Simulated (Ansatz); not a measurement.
# Calculations on CH₉NOSi₂

### Relaxation

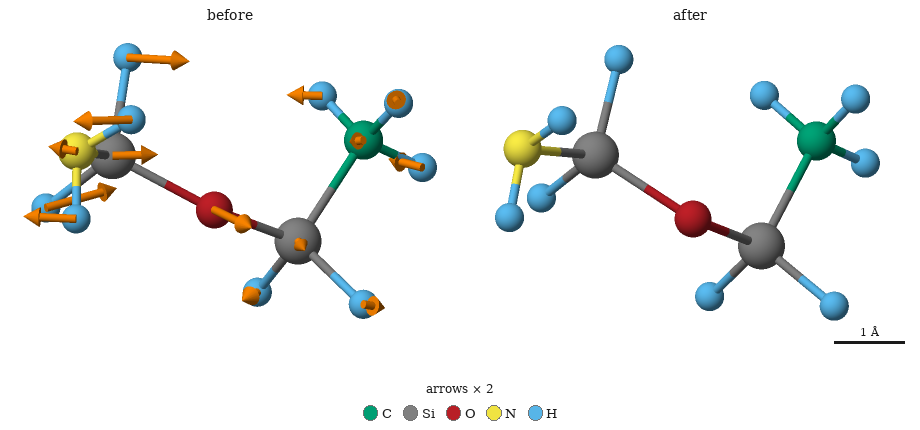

The structure of CH9NOSi2 before (left) and after (right) a relaxation, at one scale. The orange arrows give the displacements, magnified 2 times.

The picture is a ball-and-stick view, seen from a free direction.

The run prepares an end point of a later path (torsion) calculation, from a guessed geometry.

The calculation used Ansatz, RKS PBE-D4/STO-3G. Settings: no spin polarisation; force threshold 0.015 eV/Å; at most 40 steps.

Q: What changed between the two?

A: The atom that moves furthest after the best rigid fit is an H atom (0.59 Å). By element the largest moves are H 0.59 Å, O 0.52 Å, Si 0.33 Å, N 0.23 Å, C 0.16 Å. Among the contacts that change: N–Si 1.619 → 1.784 Å, O–Si 1.632 → 1.714 Å, H–Si 1.535 → 1.464 Å, C–H 1.170 → 1.103 Å. Among the angles between lasting bonds that change: Si–O–Si 142.7° → 114.8°, O–Si–H 107.3° → 111.7°, Si–N–H 104.3° → 108.3°. The energy falls by 1.146 eV in 13 geometry steps. The largest force component goes from 7.7 to 0.01 eV/Å. The run took 20 s on 1 thread of AMD EPYC 9R45 96-Core Processor (Zen 5) (shared host), peak memory 0.17 GiB.

Limits of the set-up: STO-3G is a minimal basis, so the numbers are rough.

### Relaxation

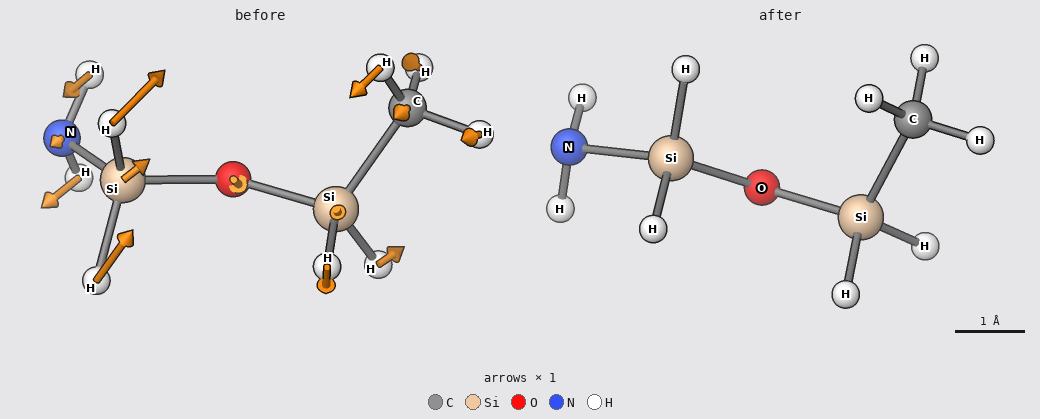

The structure of CH$_{9}$NOSi$_{2}$ before (left) and after (right) a relaxation, at one scale. The orange arrows give the displacements, at their true length.

The picture is a ball-and-stick view, seen at a tilt.

The run prepares an end point of a later path (torsion) calculation, from a guessed geometry.

Theory: Ansatz, RKS PBE-D4/STO-3G. Settings: no spin polarisation; force threshold 0.015 eV/Å; at most 40 steps.

Summarise the run.

Answer. The atom that moves furthest after the best rigid fit is an H atom (1.26 Å). Largest moves by element: H 1.26 Å, O 0.64 Å, Si 0.52 Å, C 0.42 Å, N 0.28 Å. Some distances before and after: N–Si 1.619 → 1.784 Å, O–Si 1.632 → 1.714 Å, H–Si 1.535 → 1.465 Å, C–H 1.170 → 1.103 Å. Among the angles between lasting bonds that change: Si–O–Si 142.7° → 114.8°, O–Si–H 107.3° → 111.7°, H–C–H 111.7° → 107.8°. Groups turn about O–Si by about 50°. The energy falls by 112.0 kJ/mol in 19 geometry steps. The largest force component goes from 7.5 to 0.0079 eV/Å. Cost: 28 s on 1 thread of AMD EPYC 9R45 96-Core Processor (Zen 5) (shared host), peak memory 0.17 GiB.

Limits of the set-up: STO-3G is a minimal basis, so the numbers are rough.

### Path

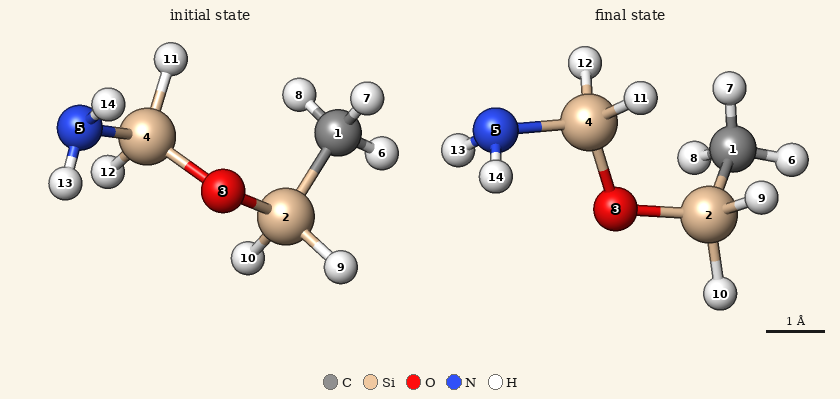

The two relaxed end points of a path for CH$_{9}$NOSi$_{2}$. The picture is a ball-and-stick view, seen at a tilt.

The calculation used RKS PBE-D4/STO-3G in Ansatz.

Run with 7 movable images; climbing image; force threshold 0.05 eV/Å; iteration limit 60.

Start:
```xyz
14

C    -1.8654    0.7295    1.1423
Si   -0.7491    1.3024   -0.2694
O     0.8228    0.6202   -0.2160
Si    0.8772   -1.0840   -0.4506
N     2.5753   -1.5996   -0.6365
H    -2.8201    1.2814    1.1174
H    -1.4011    0.9097    2.1260
H    -2.1009   -0.3455    1.0735
H    -0.5491    2.7432   -0.1700
H    -1.4286    1.0052   -1.5340
H     0.3383   -1.8066    0.7032
H     0.1567   -1.4863   -1.6610
H     3.0148   -1.0245   -1.4142
H     3.1163   -1.2742    0.2180
```

End:
```xyz
14

C    -2.1771    0.4678    0.5876
Si   -0.6885    1.3541   -0.1644
O     0.4294    0.2949   -0.9166
Si    1.2156   -0.8022    0.1510
N     2.5233   -1.6420   -0.7259
H    -2.9123    1.2058    0.9506
H    -1.8928   -0.1666    1.4433
H    -2.6847   -0.1730   -0.1523
H    -0.0568    2.1508    0.8918
H    -1.1440    2.2495   -1.2208
H     1.8210   -0.1080    1.2899
H     0.2994   -1.8352    0.6374
H     2.1001   -2.1157   -1.5774
H     3.1544   -0.9091   -1.1653
```

### What barrier does the band find between them, and by what path?

The two ends have the same energy, and the highest point, image 5, lies 0.062 eV above the start. The motion is a rotation about the Si2–O3 bond by about 130°. No bond forms or breaks between the ends. Among the angles between lasting bonds that change up to the highest image: O3–Si2–H10 111.8° → 107.8°, Si2–O3–Si4 114.8° → 118.0°. The band converged in 32 iterations. The largest component of the band force went from 640 to 0.023 eV/Å. The climbing image converged on the top of the path. Its vibrational analysis gives one imaginary mode (87i cm⁻¹), as a transition state must have.

Energies of the converged images:

```
image  path (Å)  E (eV)
    0      0.00   0.000
    1      0.58   0.002
    2      1.17   0.008
    3      1.75   0.023
    4      2.34   0.048
    5      2.92   0.062
    6      3.87   0.032
    7      4.82   0.005
    8      5.77   0.000
```

The geometry at the top of the path:

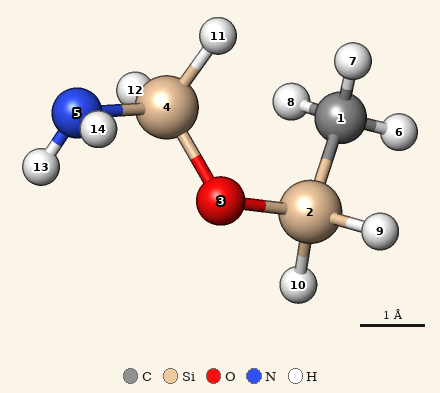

Limits of the set-up: STO-3G is a minimal basis, so the numbers are rough.

Cost: 4.7 min on 1 thread of AMD EPYC 9R45 96-Core Processor (Zen 5) (shared host), peak memory 0.13 GiB.
